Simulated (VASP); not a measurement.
Input:

```
O2Si
1.0
    4.20537     0.00000     0.00000
    0.00000     4.20537     0.00000
    0.00000     0.00000     2.69585
Si O
2 4
Direct
  0.00000   0.00000   0.00000
  0.50000   0.50000   0.50000
  0.30601   0.30601   0.00000
  0.80601   0.19399   0.50000
  0.19399   0.80601   0.50000
  0.69399   0.69399   0.00000
```

Computed with rev-vdW-DF2, VASP's PBE PAW potentials (set 64) (plane waves; VASP). Numerical set-up: 520 eV cut-off, 6×6×9 Γ-centred mesh, tetrahedra with Blöchl corrections, potentials Si O.

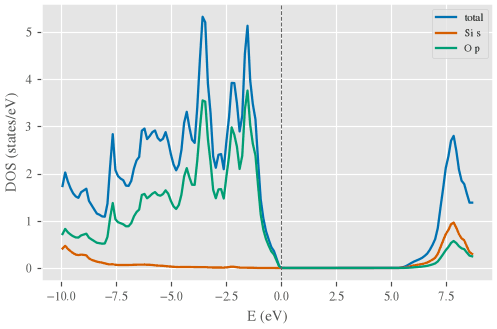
Fig. 1. Total and projected density of states, zero at the valence-band maximum

Within 2 eV below the valence-band maximum the largest weight inside VASP's projection spheres is O p.

The gap is direct, 5.28 eV, from the valence maximum at Γ to the conduction minimum at Γ.

The compound is SiO2 in the rutile structure, stishovite, a high-pressure form. It was relaxed first.
